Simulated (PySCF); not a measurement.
**C₃H₇ClOSi: NMR shifts at several levels of theory**

How much do the NMR shifts of C₃H₇ClOSi (`Cl[SiH2]OC1CC1`) depend on the level of theory, and what does each level cost?

Computed with PySCF 2.14.0, with density-fitted response routines of our own, on a single molecule in the gas phase. Atoms are numbered from 0 throughout.

### 1 The starting structure

13 atoms, charge 0, multiplicity 1; geometry from: GFN2-xTB. The atoms were then displaced at random by about 0.01 Å, so the start is not that level's minimum.

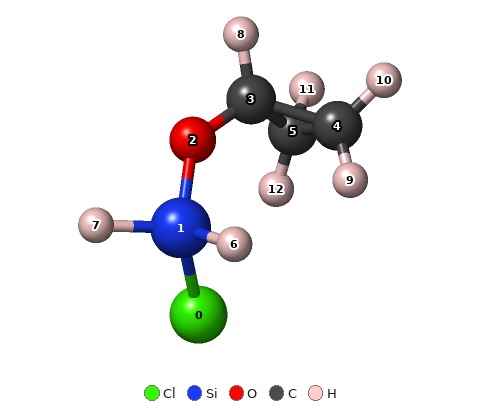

As it starts; chlorine green, silicon blue, oxygen red, carbon dark grey, hydrogen pink, atoms numbered.

### 2 Geometry optimisation at PBE0-D3(BJ)/def2-SVP

The job: settings as JSON, then the geometry in Å.

```
{"job": {"xc": "PBE0", "basis": "def2-SVP", "d3": "d3bj", "grid": 1, "shake": 0.01, "kind": "geom"}, "charge": 0, "multiplicity": 1}
Cl     1.461980     0.739240    -2.249470
Si     1.958460     0.446420    -0.328630
O      0.981370    -0.609430     0.404110
C     -0.315100    -0.705520     0.676910
C     -1.269950     0.462400     0.568800
C     -1.366220    -0.643230    -0.422640
H      1.963640     1.763580     0.309040
H      3.232640    -0.268320    -0.265020
H     -0.508010    -1.408480     1.508610
H     -0.848310     1.401870     0.255530
H     -2.054000     0.571730     1.328130
H     -2.200420    -1.317320    -0.366980
H     -1.030260    -0.449840    -1.428710
```

Launch:

```bash
> OMP_NUM_THREADS=1 python probes_run.py task.json out
```

One launch serves the whole session: the jobs run in the order shown.

The log of the run:

```text
step   0  E = -942.62137738  max force = 0.057846
step   1  E = -942.62805909  max force = 0.013644
step   2  E = -942.62886944  max force = 0.006349
step   3  E = -942.62925912  max force = 0.003282
step   4  E = -942.62942913  max force = 0.006050
step   5  E = -942.62961422  max force = 0.004456
step   6  E = -942.62984950  max force = 0.001576
step   7  E = -942.62992881  max force = 0.001460
step   8  E = -942.63001433  max force = 0.001004
step   9  E = -942.63004085  max force = 0.000611
step  10  E = -942.63006343  max force = 0.000625
step  11  E = -942.63007838  max force = 0.000694
step  12  E = -942.63008733  max force = 0.000844
step  13  E = -942.63008125  max force = 0.001276
step  14  E = -942.63007086  max force = 0.001586
step  15  E = -942.63008467  max force = 0.001108
step  16  E = -942.63009651  max force = 0.000653
step  17  E = -942.63011057  max force = 0.000242
optimisation converged
```

It took 2.1 min on 1 thread of Arm Neoverse V2, shared host; peak memory 0.55 GiB.

The steps of the relaxation:

| step | energy from step 0 (eV) | largest force component (eV/Å) |
| --- | --- | --- |
| 0 | 0.0000 | 2.9746 |
| 1 | -0.1818 | 0.7016 |
| 2 | -0.2039 | 0.3265 |
| 3 | -0.2145 | 0.1688 |
| 4 | -0.2191 | 0.3111 |
| 5 | -0.2241 | 0.2291 |
| 6 | -0.2305 | 0.0810 |
| 7 | -0.2327 | 0.0751 |
| 8 | -0.2350 | 0.0516 |
| 9 | -0.2357 | 0.0314 |
| 10 | -0.2364 | 0.0321 |
| 11 | -0.2368 | 0.0357 |
| 12 | -0.2370 | 0.0434 |
| 13 | -0.2368 | 0.0656 |
| 14 | -0.2366 | 0.0816 |
| 15 | -0.2369 | 0.0570 |
| 16 | -0.2373 | 0.0336 |
| 17 | -0.2376 | 0.0124 |

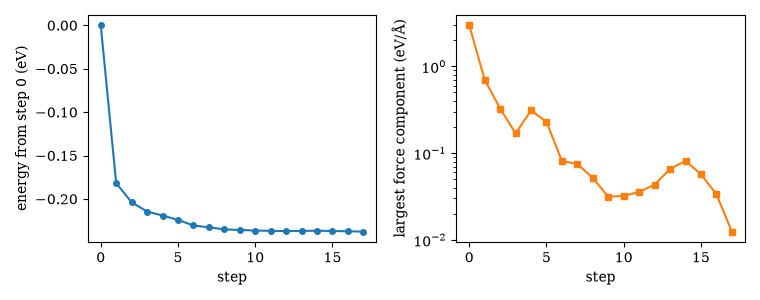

Energy and force, step by step.

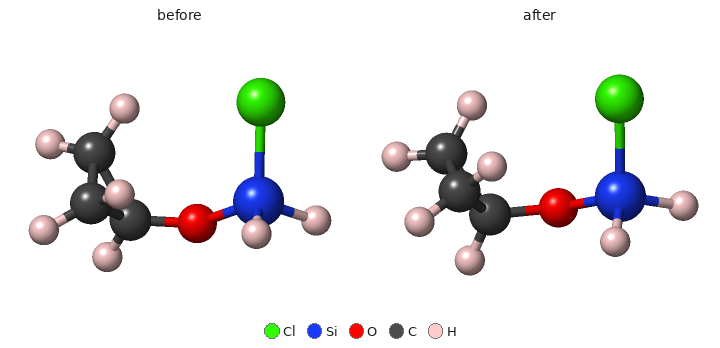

Before and after, at one scale.

Close pairs (by a distance rule), those that changed most:

| bond | before (Å) | after (Å) | change (Å) |
| --- | --- | --- | --- |
| Cl0–Si1 | 2.005 | 2.075 | +0.070 |
| O2–C3 | 1.328 | 1.392 | +0.064 |
| Si1–O2 | 1.614 | 1.648 | +0.033 |
| C3–C5 | 1.522 | 1.491 | -0.031 |
| Si1–H6 | 1.463 | 1.488 | +0.024 |
| C4–C5 | 1.488 | 1.508 | +0.019 |
| C5–H11 | 1.074 | 1.093 | +0.019 |
| Si1–H7 | 1.462 | 1.481 | +0.018 |

The next job starts from the end point, and lists it.

| at the end point | value |
| --- | --- |
| point group (found at 0.08 Å tolerance) | C1 |
| rotational constants (GHz, main isotopes) | 3.887, 1.553, 1.267 |
| dipole moment (D) | 1.61 |

### 3 Nuclear shieldings: PBE0/pcSseg-1

The job: settings as JSON, then the geometry in Å.

```
{"job": {"kind": "nmr", "xc": "PBE0", "basis": "pcSseg-1", "pop": false}, "charge": 0, "multiplicity": 1}
Cl     2.304675     2.718724    -4.389436
Si     2.890584     2.024845    -2.523625
O      1.858304     0.856648    -1.990458
C      0.560808     1.005165    -1.508583
C     -0.259752     2.226697    -1.789574
C     -0.590028     0.913308    -2.452124
H      2.917120     3.204399    -1.617700
H      4.212347     1.374444    -2.671534
H      0.448728     0.538510    -0.524193
H      0.165677     3.005750    -2.429016
H     -0.909709     2.604486    -0.995953
H     -1.483420     0.365666    -2.141232
H     -0.337136     0.823479    -3.511851
```

With the program's defaults for keys left out, this is: GIAO PBE0/pcSseg-1 NMR shielding, non-relativistic, gas phase.

The log of the run:

```text
coarse grid: 11936 points
cycle   1  E = -942.8124294653  dE =  7.514e-01  |g| = 6.606e-01  |ddm| = 3.188e+00
cycle   2  E = -942.7093012413  dE =  1.031e-01  |g| = 1.002e+00  |ddm| = 1.306e+00
cycle   3  E = -942.8953712613  dE = -1.861e-01  |g| = 1.184e-01  |ddm| = 8.770e-01
cycle   4  E = -942.8980793221  dE = -2.708e-03  |g| = 3.803e-02  |ddm| = 1.328e-01
cycle   5  E = -942.8984112586  dE = -3.319e-04  |g| = 5.174e-03  |ddm| = 3.731e-02
cycle   6  E = -942.8984163802  dE = -5.122e-06  |g| = 2.092e-03  |ddm| = 6.313e-03
final grid: 106112 points
cycle   7  E = -942.9429103015  dE = -2.472e-05  |g| = 1.001e-02  |ddm| = 2.382e-02
cycle   8  E = -942.9428875939  dE =  2.271e-05  |g| = 1.485e-02  |ddm| = 1.654e-02
cycle   9  E = -942.9429296020  dE = -4.201e-05  |g| = 1.344e-03  |ddm| = 1.046e-02
cycle  10  E = -942.9429299676  dE = -3.656e-07  |g| = 2.568e-04  |ddm| = 1.313e-03
cycle  11  E = -942.9429299813  dE = -1.374e-08  |g| = 3.295e-05  |ddm| = 2.487e-04
cycle  12  E = -942.9429299815  dE = -1.723e-10  |g| = 1.433e-05  |ddm| = 4.296e-05
converged SCF energy = -942.9429299815

GIAO shielding tensors (ppm)
atom      isotropic    diamagn.    paramagn.     s11        s22        s33       span
  0 Cl     884.950    1146.714    -261.764    715.472    919.113   1020.264    304.793
  1 Si     368.365     876.766    -508.400    343.790    358.407    402.898     59.108
  2 O      267.451     395.630    -128.180    213.994    249.365    338.993    124.998
  3 C      132.110     241.475    -109.365     85.227    104.899    206.203    120.976
  4 C      177.616     259.106     -81.490    146.750    170.733    215.365     68.615
  5 C      176.475     254.230     -77.755    141.704    171.268    216.453     74.749
  6 H       25.866      27.760      -1.894     22.425     24.248     30.926      8.501
  7 H       26.189      26.392      -0.203     21.826     24.345     32.394     10.568
  8 H       27.725      31.670      -3.944     21.167     26.612     35.396     14.229
  9 H       30.064      32.142      -2.078     23.581     28.769     37.841     14.260
 10 H       30.785      32.592      -1.807     25.011     26.177     41.167     16.156
 11 H       30.670      31.800      -1.129     24.851     26.233     40.927     16.076
 12 H       30.502      30.835      -0.333     24.246     29.808     37.453     13.206
```

Wall time 15 s (1 thread of Arm Neoverse V2, shared host); peak memory 0.87 GiB.

The references, computed at this level on geometries of the same kind, shield at (ppm): ¹H TMS 31.27, ¹³C TMS 184.4, ²⁹Si TMS 352.0, ¹⁷O H2O 334.6, ³⁵Cl HCl 943. Their shielding less the atom's gives the shift. The references are single molecules in the gas phase, so shifts against H2O, NH3, PH3, H3PO4 or CFCl3 are not on the usual liquid scales and can be off by tens of ppm. Atoms listed in one row are averaged.

| atoms | environment | σ (ppm) | δ (ppm) | δ scaled to CDCl3 |
| --- | --- | --- | --- | --- |
| C3 | three-membered-ring carbon | 132.1 | 52.3 | 50.3 |
| C4, C5 | three-membered-ring carbon | 177.0 | 7.4 | 6.6 |
| H6, H7 | hydrogen on a silicon bonded to Cl, O | 26.03 | 5.24 | – |
| H8 | hydrogen on a three-membered-ring carbon | 27.73 | 3.54 | 3.57 |
| H9, H12 | hydrogen on a three-membered-ring carbon | 30.28 | 0.98 | 1.15 |
| H10, H11 | hydrogen on a three-membered-ring carbon | 30.73 | 0.54 | 0.73 |
| Cl0 | chlorine bonded to Si | 885 | 58 | – |
| Si1 | silicon bonded to Cl, O, 2 H | 368.4 | -16.4 | – |
| O2 | oxygen bonded to C, Si | 267.5 | 67.1 | – |

The scaled column applies a straight-line fit of computed shieldings to shifts measured in CDCl3, with any fitted terms for Cl, Br or S neighbours (root-mean-square error 0.21 ppm for H, 2.0 ppm for C).

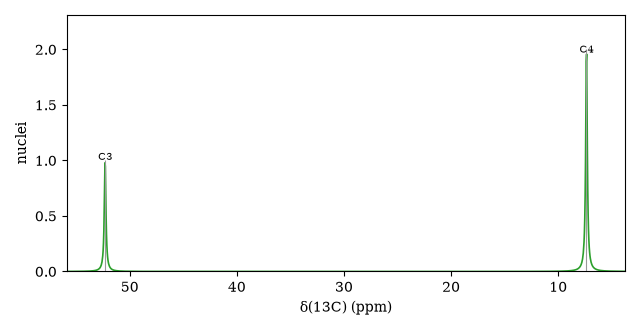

¹³C lines at the computed shifts, without couplings. Lines are broadened to a width of 0.18 ppm (Lorentzian).

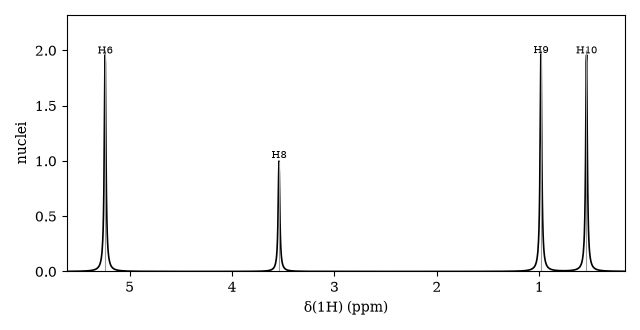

¹H lines at the computed shifts, without couplings. Lines are broadened to a width of 0.02 ppm (Lorentzian).

Ring of atoms C3, C4, C5: NICS(0) -39.3, NICS(1) -8.1, NICS(1)zz -22.5 ppm (means of both faces; NICS(1) differs between them: -9.5 and -6.8).

In rings of three or four atoms NICS is ruled by the nearby σ bonds, so it says little on aromaticity.

### 4 Nuclear shieldings: mPW1PW91/pcSseg-1

Settings changed since step 3:

```diff
@@ -1,2 +1,2 @@
-{"job": {"kind": "nmr", "xc": "PBE0", "basis": "pcSseg-1", "pop": false}, "charge": 0, "multiplicity": 1}
+{"job": {"kind": "nmr", "xc": "mPW1PW91", "basis": "pcSseg-1", "pop": false}, "charge": 0, "multiplicity": 1}
 Cl     2.304675     2.718724    -4.389436
```

Level: GIAO mPW1PW91/pcSseg-1 NMR shielding, non-relativistic, gas phase.

The log of the run:

```text
coarse grid: 11936 points
cycle   1  E = -943.2921618322  dE =  7.518e-01  |g| = 6.758e-01  |ddm| = 3.189e+00
cycle   2  E = -943.1832646637  dE =  1.089e-01  |g| = 1.028e+00  |ddm| = 1.328e+00
cycle   3  E = -943.3784930963  dE = -1.952e-01  |g| = 1.207e-01  |ddm| = 8.944e-01
cycle   4  E = -943.3813238217  dE = -2.831e-03  |g| = 3.852e-02  |ddm| = 1.354e-01
cycle   5  E = -943.3816639201  dE = -3.401e-04  |g| = 5.202e-03  |ddm| = 3.765e-02
cycle   6  E = -943.3816691502  dE = -5.230e-06  |g| = 2.103e-03  |ddm| = 6.413e-03
final grid: 106112 points
cycle   7  E = -943.4253755412  dE = -2.702e-05  |g| = 7.138e-03  |ddm| = 2.277e-02
cycle   8  E = -943.4253641568  dE =  1.138e-05  |g| = 1.053e-02  |ddm| = 1.200e-02
cycle   9  E = -943.4253856232  dE = -2.147e-05  |g| = 9.878e-04  |ddm| = 7.497e-03
cycle  10  E = -943.4253858186  dE = -1.954e-07  |g| = 1.916e-04  |ddm| = 9.386e-04
cycle  11  E = -943.4253858263  dE = -7.728e-09  |g| = 2.309e-05  |ddm| = 1.850e-04
cycle  12  E = -943.4253858264  dE = -9.982e-11  |g| = 9.881e-06  |ddm| = 3.191e-05
converged SCF energy = -943.4253858264

GIAO shielding tensors (ppm)
atom      isotropic    diamagn.    paramagn.     s11        s22        s33       span
  0 Cl     885.632    1146.877    -261.245    717.113    919.421   1020.363    303.251
  1 Si     367.555     876.837    -509.282    343.339    357.831    401.493     58.154
  2 O      267.643     395.963    -128.320    214.806    249.728    338.396    123.590
  3 C      131.245     241.594    -110.349     84.427    104.196    205.112    120.685
  4 C      176.605     259.200     -82.596    145.729    169.666    214.419     68.690
  5 C      175.483     254.307     -78.824    140.801    170.172    215.476     74.675
  6 H       25.965      27.831      -1.866     22.526     24.343     31.027      8.501
  7 H       26.285      26.446      -0.161     21.929     24.441     32.484     10.555
  8 H       27.791      31.814      -4.023     21.251     26.695     35.428     14.177
  9 H       30.114      32.144      -2.029     23.660     28.851     37.832     14.172
 10 H       30.832      32.685      -1.853     25.088     26.264     41.143     16.055
 11 H       30.718      31.897      -1.179     24.933     26.316     40.905     15.972
 12 H       30.541      30.845      -0.304     24.317     29.880     37.426     13.109
```

Run time: 14 s. Hardware: 1 thread of Arm Neoverse V2, shared host; peak memory 0.82 GiB.

This run: δ C3 52.3, C4 7.5, Cl0 54, Si1 -16.7, H6 5.19, H8 3.53 ppm (means over like atoms).

### 5 NMR shieldings: WP04/pcSseg-1

Settings changed since step 4:

```diff
@@ -1,2 +1,2 @@
-{"job": {"kind": "nmr", "xc": "mPW1PW91", "basis": "pcSseg-1", "pop": false}, "charge": 0, "multiplicity": 1}
+{"job": {"kind": "nmr", "xc": "WP04", "basis": "pcSseg-1", "pop": false}, "charge": 0, "multiplicity": 1}
 Cl     2.304675     2.718724    -4.389436
```

Method: GIAO WP04/pcSseg-1 NMR shielding, non-relativistic, gas phase.

The log of the run:

```text
coarse grid: 11936 points
cycle   1  E = -955.1164549720  dE =  6.865e-01  |g| = 1.041e+00  |ddm| = 3.272e+00
cycle   2  E = -954.6615140586  dE =  4.549e-01  |g| = 1.812e+00  |ddm| = 2.330e+00
cycle   3  E = -955.3005970360  dE = -6.391e-01  |g| = 2.800e-01  |ddm| = 1.837e+00
cycle   4  E = -955.3151877666  dE = -1.459e-02  |g| = 9.181e-02  |ddm| = 3.024e-01
cycle   5  E = -955.3171036770  dE = -1.916e-03  |g| = 1.973e-02  |ddm| = 9.339e-02
cycle   6  E = -955.3171886051  dE = -8.493e-05  |g| = 4.957e-03  |ddm| = 2.189e-02
cycle   7  E = -955.3171939548  dE = -5.350e-06  |g| = 1.374e-03  |ddm| = 5.630e-03
final grid: 106112 points
cycle   8  E = -955.3759970216  dE = -4.219e-05  |g| = 9.033e-03  |ddm| = 2.822e-02
cycle   9  E = -955.3759732197  dE =  2.380e-05  |g| = 1.442e-02  |ddm| = 1.465e-02
cycle  10  E = -955.3760129894  dE = -3.977e-05  |g| = 1.555e-03  |ddm| = 9.472e-03
cycle  11  E = -955.3760134778  dE = -4.884e-07  |g| = 2.963e-04  |ddm| = 1.485e-03
cycle  12  E = -955.3760134957  dE = -1.796e-08  |g| = 5.940e-05  |ddm| = 2.959e-04
cycle  13  E = -955.3760134963  dE = -5.459e-10  |g| = 2.820e-05  |ddm| = 6.745e-05
converged SCF energy = -955.3760134963

GIAO shielding tensors (ppm)
atom      isotropic    diamagn.    paramagn.     s11        s22        s33       span
  0 Cl     883.875    1150.110    -266.235    721.538    903.020   1027.068    305.530
  1 Si     365.635     878.531    -512.895    343.545    360.388    392.973     49.428
  2 O      261.117     399.536    -138.419    216.095    246.441    320.815    104.720
  3 C      117.754     244.259    -126.505     69.304     91.532    192.425    123.121
  4 C      163.881     260.766     -96.886    132.320    156.844    202.477     70.157
  5 C      163.028     255.989     -92.961    128.812    156.919    203.351     74.539
  6 H       26.890      28.562      -1.672     23.524     25.217     31.930      8.405
  7 H       27.184      26.776       0.408     22.922     25.313     33.316     10.394
  8 H       28.164      34.388      -6.224     21.970     27.239     35.284     13.314
  9 H       30.396      31.496      -1.100     24.270     29.456     37.464     13.194
 10 H       31.048      34.037      -2.989     25.679     26.984     40.479     14.800
 11 H       30.949      33.414      -2.466     25.553     27.002     40.290     14.737
 12 H       30.704      30.327       0.377     24.834     30.369     36.910     12.075
```

It took 15 s on 1 thread of Arm Neoverse V2, shared host; peak memory 0.87 GiB.

Key values: δ C3 54.7, C4 9.0, Cl0 17, Si1 -26.9, H6 4.53, H8 3.40 ppm (means over like atoms).

### 6 Shielding tensors: B97-2/pcSseg-1

Settings changed since step 5:

```diff
@@ -1,2 +1,2 @@
-{"job": {"kind": "nmr", "xc": "WP04", "basis": "pcSseg-1", "pop": false}, "charge": 0, "multiplicity": 1}
+{"job": {"kind": "nmr", "xc": "B97-2", "basis": "pcSseg-1", "pop": false}, "charge": 0, "multiplicity": 1}
 Cl     2.304675     2.718724    -4.389436
```

Level: GIAO B97-2/pcSseg-1 NMR shielding, non-relativistic, gas phase.

The log of the run:

```text
coarse grid: 11936 points
cycle   1  E = -943.2927978719  dE =  7.253e-01  |g| = 6.885e-01  |ddm| = 3.199e+00
cycle   2  E = -943.1642549858  dE =  1.285e-01  |g| = 1.077e+00  |ddm| = 1.418e+00
cycle   3  E = -943.3827753541  dE = -2.185e-01  |g| = 1.297e-01  |ddm| = 9.769e-01
cycle   4  E = -943.3861465837  dE = -3.371e-03  |g| = 3.959e-02  |ddm| = 1.479e-01
cycle   5  E = -943.3865069347  dE = -3.604e-04  |g| = 5.959e-03  |ddm| = 3.970e-02
cycle   6  E = -943.3865142317  dE = -7.297e-06  |g| = 2.198e-03  |ddm| = 7.375e-03
final grid: 106112 points
cycle   7  E = -943.4188039264  dE = -4.660e-05  |g| = 7.505e-03  |ddm| = 2.656e-02
cycle   8  E = -943.4187916984  dE =  1.223e-05  |g| = 1.048e-02  |ddm| = 1.273e-02
cycle   9  E = -943.4188117203  dE = -2.002e-05  |g| = 1.455e-03  |ddm| = 8.751e-03
cycle  10  E = -943.4188120487  dE = -3.284e-07  |g| = 2.813e-04  |ddm| = 1.187e-03
cycle  11  E = -943.4188120671  dE = -1.846e-08  |g| = 4.878e-05  |ddm| = 3.092e-04
cycle  12  E = -943.4188120676  dE = -4.782e-10  |g| = 1.669e-05  |ddm| = 5.391e-05
converged SCF energy = -943.4188120676

GIAO shielding tensors (ppm)
atom      isotropic    diamagn.    paramagn.     s11        s22        s33       span
  0 Cl     889.597    1147.197    -257.600    725.161    921.522   1022.108    296.947
  1 Si     376.470     876.840    -500.370    352.771    367.303    409.336     56.564
  2 O      267.988     396.112    -128.125    217.143    250.155    336.666    119.523
  3 C      131.781     241.955    -110.175     85.389    104.834    205.118    119.729
  4 C      176.819     259.139     -82.320    146.475    169.600    214.383     67.908
  5 C      175.736     254.348     -78.612    141.761    170.046    215.400     73.639
  6 H       26.082      27.934      -1.852     22.655     24.455     31.136      8.481
  7 H       26.408      26.512      -0.104     22.062     24.561     32.601     10.539
  8 H       27.849      32.202      -4.353     21.319     26.781     35.445     14.126
  9 H       30.181      32.069      -1.888     23.749     28.952     37.843     14.094
 10 H       30.894      32.887      -1.993     25.179     26.385     41.118     15.939
 11 H       30.784      32.130      -1.345     25.020     26.445     40.888     15.869
 12 H       30.607      30.790      -0.183     24.411     29.991     37.418     13.007
```

Run time: 14 s. Hardware: 1 thread of Arm Neoverse V2, shared host; peak memory 0.82 GiB.

In short: δ C3 51.9, C4 7.4, Cl0 48, Si1 -19.1, H6 5.13, H8 3.53 ppm (means over like atoms).

### 7 NMR shieldings: BHandHLYP/pcSseg-1

Settings changed since step 6:

```diff
@@ -1,2 +1,2 @@
-{"job": {"kind": "nmr", "xc": "B97-2", "basis": "pcSseg-1", "pop": false}, "charge": 0, "multiplicity": 1}
+{"job": {"kind": "nmr", "xc": "BHandHLYP", "basis": "pcSseg-1", "pop": false}, "charge": 0, "multiplicity": 1}
 Cl     2.304675     2.718724    -4.389436
```

With the program's defaults for keys left out, this is: GIAO BHandHLYP/pcSseg-1 NMR shielding, non-relativistic, gas phase.

The log of the run:

```text
coarse grid: 11936 points
cycle   1  E = -943.2076886922  dE =  8.816e-01  |g| = 6.334e-01  |ddm| = 3.142e+00
cycle   2  E = -943.2029569285  dE =  4.732e-03  |g| = 7.010e-01  |ddm| = 9.410e-01
cycle   3  E = -943.2892143352  dE = -8.626e-02  |g| = 7.643e-02  |ddm| = 5.250e-01
cycle   4  E = -943.2901974614  dE = -9.831e-04  |g| = 3.363e-02  |ddm| = 8.915e-02
cycle   5  E = -943.2904623314  dE = -2.649e-04  |g| = 3.234e-03  |ddm| = 3.393e-02
cycle   6  E = -943.2904644911  dE = -2.160e-06  |g| = 1.232e-03  |ddm| = 3.911e-03
final grid: 106112 points
cycle   7  E = -943.3222420559  dE = -1.253e-05  |g| = 2.955e-03  |ddm| = 1.208e-02
cycle   8  E = -943.3222425510  dE = -4.951e-07  |g| = 2.689e-03  |ddm| = 4.557e-03
cycle   9  E = -943.3222441708  dE = -1.620e-06  |g| = 2.647e-04  |ddm| = 2.049e-03
cycle  10  E = -943.3222441806  dE = -9.828e-09  |g| = 1.520e-04  |ddm| = 3.211e-04
cycle  11  E = -943.3222441849  dE = -4.307e-09  |g| = 1.757e-05  |ddm| = 1.337e-04
cycle  12  E = -943.3222441850  dE = -6.685e-11  |g| = 5.211e-06  |ddm| = 2.350e-05
converged SCF energy = -943.3222441850

GIAO shielding tensors (ppm)
atom      isotropic    diamagn.    paramagn.     s11        s22        s33       span
  0 Cl     904.076    1146.916    -242.840    743.927    934.621   1033.681    289.754
  1 Si     379.671     875.350    -495.678    361.135    368.658    409.220     48.084
  2 O      279.944     397.261    -117.316    227.660    263.279    348.894    121.234
  3 C      134.798     240.981    -106.183     87.971    107.773    208.650    120.678
  4 C      178.540     258.614     -80.073    146.956    171.188    217.477     70.522
  5 C      177.280     253.866     -76.585    141.823    171.450    218.567     76.744
  6 H       26.405      27.927      -1.522     23.002     24.720     31.492      8.490
  7 H       26.658      26.521       0.137     22.270     24.755     32.951     10.681
  8 H       28.021      31.924      -3.903     21.426     26.807     35.829     14.403
  9 H       30.313      32.206      -1.893     23.783     28.935     38.221     14.438
 10 H       30.984      32.844      -1.860     25.158     26.292     41.500     16.342
 11 H       30.854      32.092      -1.237     25.001     26.304     41.257     16.256
 12 H       30.664      30.848      -0.184     24.331     29.877     37.785     13.455
```

Wall time 15 s (1 thread of Arm Neoverse V2, shared host); peak memory 0.87 GiB.

In short: δ C3 49.2, C4 6.1, Cl0 38, Si1 -21.2, H6 4.91, H8 3.42 ppm (means over like atoms).

[end of part 1 of 2]
